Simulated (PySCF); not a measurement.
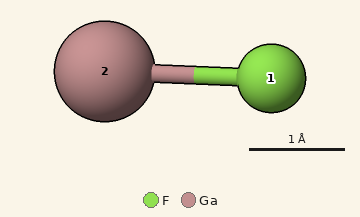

The input geometry (ball-and-stick view, seen at a tilt; atoms are numbered from 1 in the order of the input). Sticks mark near contacts. Bond lengths as drawn: F–Ga 1.80 Å.

## GaF (charge +1): geometry relaxation

The run: geometry relaxation of GaF, charge +1, multiplicity 2. Method and program: HF/6-31G*, UHF (PySCF 2.14.0).

The atoms were displaced at random from an optimised geometry. The geometry is that of the parent species in another charge or spin state. Figures and captions count atoms from 1; the log counts them from 0 in places.

The input (job.py)
```python
from pyscf import gto, scf, symm
from pyscf.hessian import thermo
from pyscf.geomopt.geometric_solver import kernel as optimise

mol = gto.Mole()
mol.atom = '''
F       -0.045980      -0.029595       0.009086
Ga      -0.023079       0.002411       1.809629
'''
mol.spin = 1
mol.charge = 1
mol.verbose = 3
mol.basis = '6-31g*'
mol.max_memory = 1860
mol.build()

mf = scf.UHF(mol)
mf.conv_tol = 1e-10
mf = mf.newton()
converged, mol_eq = optimise(mf, maxsteps=80)
print('converged:', converged)
print(mol_eq.tostring())

mf.reset(mol_eq)
mol = mol_eq
mf.kernel()
e_tot = mf.e_tot
print('Final energy', e_tot)
hess = mf.Hessian().kernel()
modes = thermo.harmonic_analysis(mol, hess)
thermo.dump_normal_mode(mol, modes)
symm.geom.TOLERANCE = 1e-3  # for the symmetry number
th = thermo.thermo(mf, modes['freq_au'], 298.15, 101325)
thermo.dump_thermo(mol, th)
```

Hardware: 1 thread of AMD EPYC (Zen 5), 16 GiB of memory available, shared host.

Command:
```bash
OMP_NUM_THREADS=1 python job.py
```

Log
```
#|     Arguments passed to driver run_optimizer():      |#
customengine              <pyscf.geomopt.geometric_solver.PySCFEngine object>
maxiter                   80
----------------------------------------------------------
Custom engine selected.
Bonds will be generated from interatomic distances less than 1.20 times sum of covalent radii
6 internal coordinates being used (instead of 6 Cartesians)
Internal coordinate system (atoms numbered from 1):
Distance 1-2
Translation-X 1-2
Translation-Y 1-2
Translation-Z 1-2
Rotation-A 1-2
Rotation-B 1-2
Rotation-C 1-2
<class 'geometric.internal.Distance'> : 1
<class 'geometric.internal.TranslationX'> : 1
<class 'geometric.internal.TranslationY'> : 1
<class 'geometric.internal.TranslationZ'> : 1
<class 'geometric.internal.RotationA'> : 1
<class 'geometric.internal.RotationB'> : 1
<class 'geometric.internal.RotationC'> : 1
> ===== Optimization Info: ====
> Job type: Energy minimization
> Maximum number of optimization cycles: 80
> Initial / maximum trust radius (Angstrom): 0.100 / 0.300
> Convergence Criteria:
> Will converge when all 5 criteria are reached:
>  |Delta-E| < 1.00e-06
>  RMS-Grad  < 3.00e-04
>  Max-Grad  < 4.50e-04
>  RMS-Disp  < 1.20e-03
>  Max-Disp  < 1.80e-03
> === End Optimization Info ===

Geometry optimization cycle 1
Cartesian coordinates (Angstrom)
 Atom        New coordinates             dX        dY        dZ
   F  -0.045980  -0.029595   0.009086    0.000000  0.000000  0.000000
  Ga  -0.023079   0.002411   1.809629    0.000000  0.000000  0.000000

WARN: Mole.unit (angstrom) is changed to Bohr

WARN: HOMO -0.322692911239378 >= LUMO -0.322692911239378

converged SCF energy = -2022.11219603593  <S^2> = 0.76805804  2S+1 = 2.0179772
--------------- SecondOrderUHF_Scanner gradients ---------------
         x                y                z
0 F    -0.0006751822    -0.0009436217    -0.0530847802
1 Ga     0.0006751822     0.0009436217     0.0530847802
----------------------------------------------
cycle 1: E = -2022.11219604  dE = -2022.11  norm(grad) = 0.0750911
Step    0 : Gradient = 5.310e-02/5.310e-02 (rms/max) Energy = -2022.1121960359
Hessian Eigenvalues: 5.00000e-02 5.00000e-02 5.00000e-02 ... 5.00000e-02 5.00000e-02 2.60401e-01

Geometry optimization cycle 2
Cartesian coordinates (Angstrom)
 Atom        New coordinates             dX        dY        dZ
   F  -0.045294  -0.028636   0.063024    0.000686  0.000959  0.053938
  Ga  -0.023765   0.001452   1.755691   -0.000686 -0.000959 -0.053938
converged SCF energy = -2022.11895524408  <S^2> = 0.75678968  2S+1 = 2.0067782
--------------- SecondOrderUHF_Scanner gradients ---------------
         x                y                z
0 F    -0.0000813164    -0.0001136462    -0.0063933311
1 Ga     0.0000813164     0.0001136462     0.0063933311
----------------------------------------------
cycle 2: E = -2022.11895524  dE = -0.00675921  norm(grad) = 0.0090437
Step    1 : Displace = 5.395e-02/5.395e-02 (rms/max) Trust = 1.000e-01 (=) Grad = 6.395e-03/6.395e-03 (rms/max) E (change) = -2022.1189552441 (-6.759e-03) Quality = 1.249
Hessian Eigenvalues: 5.00000e-02 5.00000e-02 5.00000e-02 ... 5.00000e-02 5.00000e-02 2.29040e-01

Geometry optimization cycle 3
Cartesian coordinates (Angstrom)
 Atom        New coordinates             dX        dY        dZ
   F  -0.045200  -0.028505   0.070410    0.000094  0.000131  0.007386
  Ga  -0.023859   0.001321   1.748305   -0.000094 -0.000131 -0.007386
converged SCF energy = -2022.11900037198  <S^2> = 0.7561088  2S+1 = 2.0060995
--------------- SecondOrderUHF_Scanner gradients ---------------
         x                y                z
0 F     0.0000420805     0.0000588109     0.0033084931
1 Ga    -0.0000420805    -0.0000588109    -0.0033084931
----------------------------------------------
cycle 3: E = -2022.11900037  dE = -4.51279e-05  norm(grad) = 0.00468003
Step    2 : Displace = 7.387e-03/7.387e-03 (rms/max) Trust = 1.414e-01 (+) Grad = 3.309e-03/3.309e-03 (rms/max) E (change) = -2022.1190003720 (-4.513e-05) Quality = 0.506
Hessian Eigenvalues: 5.00000e-02 5.00000e-02 5.00000e-02 ... 5.00000e-02 5.00000e-02 3.47566e-01

Geometry optimization cycle 4
Cartesian coordinates (Angstrom)
 Atom        New coordinates             dX        dY        dZ
   F  -0.045232  -0.028550   0.067891   -0.000032 -0.000045 -0.002519
  Ga  -0.023827   0.001366   1.750824    0.000032  0.000045  0.002519
converged SCF energy = -2022.11901557029  <S^2> = 0.75632848  2S+1 = 2.0063185
--------------- SecondOrderUHF_Scanner gradients ---------------
         x                y                z
0 F    -0.0000012640    -0.0000017666    -0.0000993818
1 Ga     0.0000012640     0.0000017666     0.0000993818
----------------------------------------------
cycle 4: E = -2022.11901557  dE = -1.51983e-05  norm(grad) = 0.000140581
Step    3 : Displace = 2.519e-03/2.519e-03 (rms/max) Trust = 1.414e-01 (=) Grad = 9.941e-05/9.941e-05 (rms/max) E (change) = -2022.1190155703 (-1.520e-05) Quality = 0.965
Hessian Eigenvalues: 5.00000e-02 5.00000e-02 5.00000e-02 ... 5.00000e-02 5.00000e-02 3.58006e-01

Geometry optimization cycle 5
Cartesian coordinates (Angstrom)
 Atom        New coordinates             dX        dY        dZ
   F  -0.045231  -0.028548   0.067965    0.000001  0.000001  0.000073
  Ga  -0.023828   0.001364   1.750750   -0.000001 -0.000001 -0.000073
converged SCF energy = -2022.1190155843  <S^2> = 0.75632184  2S+1 = 2.0063119
--------------- SecondOrderUHF_Scanner gradients ---------------
         x                y                z
0 F    -0.0000000197    -0.0000000275    -0.0000015467
1 Ga     0.0000000197     0.0000000275     0.0000015467
----------------------------------------------
cycle 5: E = -2022.11901558  dE = -1.40117e-08  norm(grad) = 2.18792e-06
```

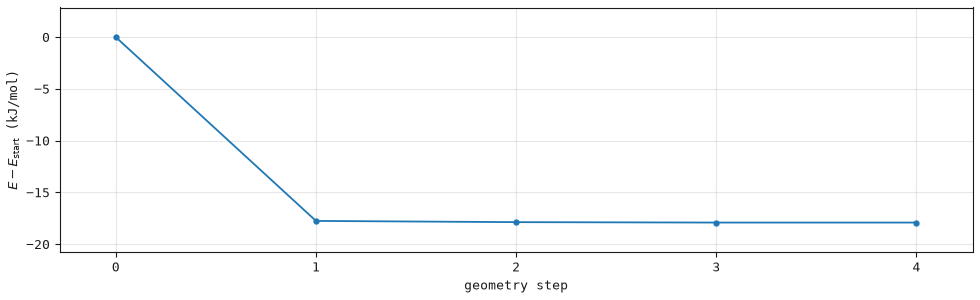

Progress of the relaxation, step by step (steps are counted from 0).

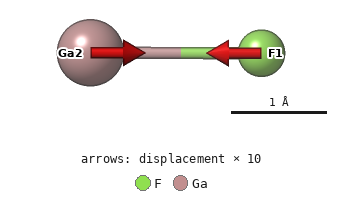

The starting structure with the displacements as red arrows, magnified 10 times (ball-and-stick view, seen at a tilt). The two geometries are laid on each other by the best rigid fit. The largest moves after the best rigid fit, 0.059 Å, are those of F1 and Ga2. Largest moves by element: Ga 0.059 Å, F 0.059 Å. Distances before and after: F1–Ga2 1.801 → 1.683 Å. The energy falls by 17.9 kJ/mol in 4 geometry steps. The largest force component goes from 2.7 to under 0.0001 eV/Å. (Atoms are counted from 1 in the order of the input.)

```
Step    4 : Displace = 7.347e-05/7.347e-05 (rms/max) Trust = 2.000e-01 (+) Grad = 1.547e-06/1.547e-06 (rms/max) E (change) = -2022.1190155843 (-1.401e-08) Quality = 1.015
Hessian Eigenvalues: 5.00000e-02 5.00000e-02 5.00000e-02 ... 5.00000e-02 5.00000e-02 3.58006e-01
Converged! =D

converged: True
F          -0.04523112       -0.02854838        0.06796484
Ga         -0.02382788        0.00136438        1.75075016

WARN: HOMO -0.308246128937398 >= LUMO -0.308246128937398

converged SCF energy = -2022.11901558429  <S^2> = 0.75632145  2S+1 = 2.0063115
Final energy -2022.119015584293
Mode                                 0
Irrep
Freq [cm^-1]                      790.2609
Reduced mass [au]                  22.5043
Force const [Dyne/A]                8.2805
Char temp [K]                    1137.0095
Normal mode                   x     y     z
       0   F                 0.00  0.00  0.20
       1  Ga                -0.00 -0.00 -0.06
temperature 298.1500 [K]
pressure 101325.00 [Pa]
Rotational constants [GHz] inf 11.94779 11.94779
Symmetry number 1
Zero-point energy (ZPE) 0.00180 [Eh]   4726.810 [J/mol]
                           tot       elec      trans        rot        vib
Entropy [J/mol/K]       231.663      5.763    164.688     60.311      0.901
Cv [J/mol/K]             23.577      0.000     12.472      8.314      2.790
Cp [J/mol/K]             31.891      0.000     20.786      8.314      2.790
Internal energy [J/mol]                      3718.434   2478.956   4940.157
Internal energy [Eh]   -2022.11477  -2022.11902
Enthalpy [J/mol]                             6197.391   2478.956   4940.157
Enthalpy [Eh]          -2022.11383
Gibbs free energy [J/mol]                  -42904.218 -15502.802   4671.487
Gibbs free energy [Eh] -2022.14014
```

Trajectory as extended XYZ (Å, eV, eV/Å), 5 frames, from step=0 to step=4
```
2
Properties=species:S:1:pos:R:3:forces:R:3 step=0 energy=-55024.47600
F    -0.0460   -0.0296    0.0091    0.0347   0.0485   2.7297
Ga   -0.0231    0.0024    1.8096   -0.0347  -0.0485  -2.7297
2
Properties=species:S:1:pos:R:3:forces:R:3 step=1 energy=-55024.65993
F    -0.0453   -0.0286    0.0630    0.0042   0.0058   0.3288
Ga   -0.0238    0.0015    1.7557   -0.0042  -0.0058  -0.3288
2
Properties=species:S:1:pos:R:3:forces:R:3 step=2 energy=-55024.66115
F    -0.0452   -0.0285    0.0704   -0.0022  -0.0030  -0.1701
Ga   -0.0239    0.0013    1.7483    0.0022   0.0030   0.1701
2
Properties=species:S:1:pos:R:3:forces:R:3 step=3 energy=-55024.66157
F    -0.0452   -0.0285    0.0679    0.0001   0.0001   0.0051
Ga   -0.0238    0.0014    1.7508   -0.0001  -0.0001  -0.0051
2
Properties=species:S:1:pos:R:3:forces:R:3 step=4 energy=-55024.66157
F    -0.0452   -0.0285    0.0680    0.0000   0.0000   0.0001
Ga   -0.0238    0.0014    1.7508    0.0000   0.0000  -0.0001
```

Results in brief

```tsv
quantity	value
outcome	converged
total energy	−2022.119016 hartree
basis functions	46
⟨S²⟩	0.756
zero-point energy	0.001800 hartree
wavenumbers, lowest and highest	790 cm⁻¹
wall time	17 s
peak memory	0.14 GiB
```

Notes

The record of the run, not the program, notes: dipole of an ion depends on the origin.
